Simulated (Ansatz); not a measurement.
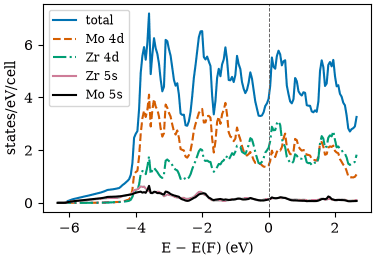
Fig. 1. Total and projected density of states of ZrMo in space group Cmcm (No. 63; Zr on 4c, Mo on 4c), PBEsol (plane waves, PAW; program Ansatz)

Task: Which orbitals carry the states next to the Fermi level?

Result: Within 0.5 eV of the Fermi level: Zr 4d 50 %, Mo 4d 39 %. Projections are on Löwdin-orthogonalised atomic valence shells; empty p or d shells of many metals are not among them.

Task: Where is the tallest occupied peak in this window, and what makes it?

Result: Near -3.6 eV, about 7.2 states/eV per cell; the largest projected share is Mo 4d.

The start of the workflow was typed in or built on a structure type; neither database checked (COD, Materials Project) lists it. Whether it is the stable phase at ambient conditions was not checked. The cell was relaxed with PBEsol under the symmetry of its start; its stability against distortions is not shown here. No spin polarisation was allowed. Its formation energy is positive at this level, so the cell may be metastable or incomplete. Spin–orbit coupling is left out wherever it is not named.

Potentials: the later of the program's two PAW sets.
